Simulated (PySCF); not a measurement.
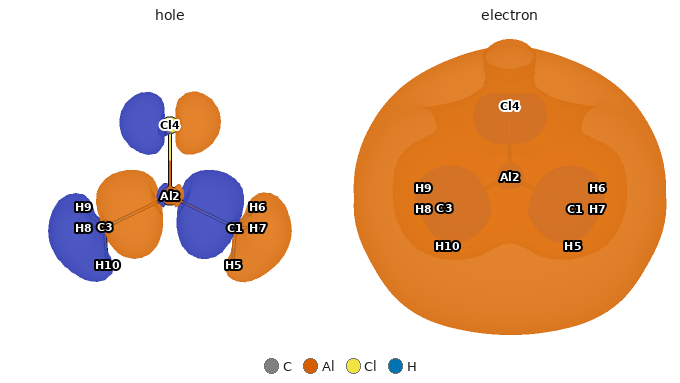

Figure. C$_{2}$H$_{6}$AlCl, SMILES `C[Al](C)Cl`. Leading natural transition orbital pair of S₂ (TDA singlet states); the surfaces enclose about 85 % of each orbital's density.

Computed with PySCF, BHandHLYP/def2-SVPD, geometry: GFN2-xTB. No frequency check shows the geometry to be a minimum. GFN2-xTB bond lengths at metals and heavier atoms can be off by up to 0.1 Å and shapes distorted, which carries into these values.

Cartesian coordinates (Å):

```
C1      -1.2704    1.7737   -0.0002
Al2     -0.3604    0.0003   -0.0001
C3      -1.2649   -1.7764   -0.0005
Cl4      1.6785    0.0006    0.0004
H5      -2.3597    1.7042   -0.0019
H6      -0.9848    2.3692    0.8735
H7      -0.9722    2.3749   -0.8737
H8      -0.9770   -2.3710   -0.8740
H9      -0.9896   -2.3655    0.8732
H10     -2.3544   -1.7103    0.0007
```

**What kind of excitation is it, and where does it lie?**

6.92 eV (179 nm), f = 0.221 (bright), σ → diffuse (Rydberg-like) orbital; the leading pair carries 98 %; hole on C1 and C3 (27 % each), Al2 (18 %) and Cl4 (11 %), electron on Al2 (42 %), Cl4 (12 %) and C1 and C3 (7 % each) (atom shares of so diffuse an orbital are rough); their centroids lie 0.1 Å apart. In canonical orbitals it is mainly HOMO → LUMO (85 %). The HOMO–LUMO gap is 9.12 eV.

Cost of the run: 2 min on 1 thread of Intel(R) Xeon(R) 6975P-C (Granite Rapids), on a shared host, peak memory 0.71 GiB.
